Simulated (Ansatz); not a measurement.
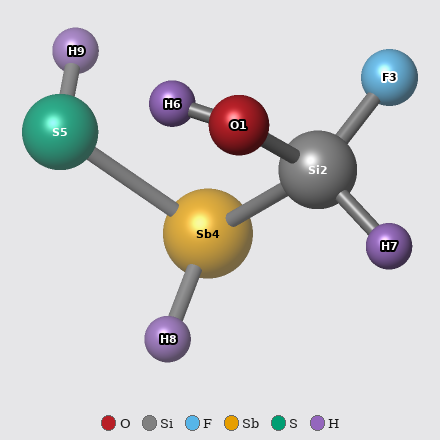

The system is FH₄OSSbSi, SMILES O[SiH](F)[SbH][SH]; the picture shows the reference structure. 
- The first coordinate is: bond length Si2–F3; the second: bond length Si2–Sb4.
- Nothing is relaxed (all other coordinates rigid).
- Grid: 9 × 9 points.
- Points are written as (first, second).
- Energies: kJ/mol, counted from the relaxed molecule at the same level.
- The reference is spin-restricted, which grows unreliable where a bond is stretched far.
- All numbers below come from RKS PBE0-D4/def2-SVP (Ansatz 0.2.0).

Its coordinates:

```yaml
atoms:
  - { symbol: O, position_ang: [0.9652, 1.0202, 0.9728] }
  - { symbol: Si, position_ang: [1.2730, -0.3018, 0.0502] }
  - { symbol: F, position_ang: [2.0197, 0.1183, -1.3351] }
  - { symbol: Sb, position_ang: [-0.9953, -1.3198, -0.7066] }
  - { symbol: S, position_ang: [-2.0813, 0.8331, -0.0958] }
  - { symbol: H, position_ang: [0.0901, 1.4119, 0.7992] }
  - { symbol: H, position_ang: [2.1990, -1.2009, 0.7832] }
  - { symbol: H, position_ang: [-1.2835, -1.9068, 0.8793] }
  - { symbol: H, position_ang: [-2.0985, 1.2994, -1.3643] }
```

Range: bond length Si2–F3 from 1.433 to 2.036 Å; bond length Si2–Sb4 from 2.131 to 3.898 Å.

What will the energy surface look like?

The lowest grid point is at (1.659 Å, 2.573 Å), 1.7 kJ/mol from the relaxed molecule at the same level. No other kind of well shows on this grid. The highest grid point, (2.036 Å, 3.898 Å), lies 354 kJ/mol above the lowest. Round the minimum the two coordinates are nearly uncoupled.

| bond length Si2–Sb4 ↓, bond length Si2–F3 → | 1.433 | 1.509 | 1.584 | 1.659 | 1.735 | 1.810 | 1.885 | 1.961 | 2.036 |
| --- | --- | --- | --- | --- | --- | --- | --- | --- | --- |
| 3.898 | 299 | 242 | 219 | 219 | 233 | 257 | 287 | 321 | 355 |
| 3.677 | 262 | 205 | 182 | 182 | 197 | 221 | 251 | 285 | 319 |
| 3.457 | 221 | 164 | 141 | 141 | 156 | 180 | 210 | 244 | 279 |
| 3.236 | 177 | 120 | 97 | 96 | 111 | 135 | 165 | 199 | 234 |
| 3.015 | 134 | 76 | 53 | 52 | 66 | 90 | 120 | 154 | 189 |
| 2.794 | 100 | 41 | 17 | 15 | 29 | 53 | 83 | 117 | 152 |
| 2.573 | 89 | 29 | 4 | 2 | 15 | 38 | 68 | 101 | 136 |
| 2.352 | 129 | 68 | 42 | 39 | 52 | 74 | 103 | 136 | 171 |
| 2.131 | 279 | 216 | 188 | 184 | 196 | 217 | 246 | 278 | 312 |

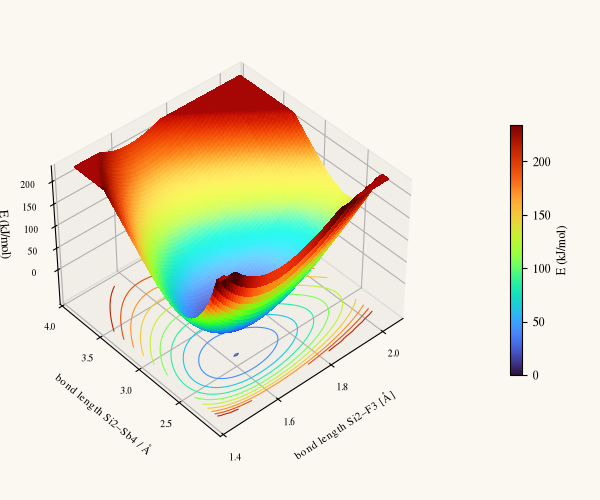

In the figure: a relief with its contours projected below, any walls above the top of the colour scale cut off. Between grid points the surface is interpolated.

Each point was launched as `ansatz run input.yaml --threads 1 --pin off --max-ram 2560MiB --backend cpu --events-out ev --progress --plain --runs-dir out`. Time for the 81 points that were run: 10 min on 1 thread of Arm Neoverse V2 (shared host).
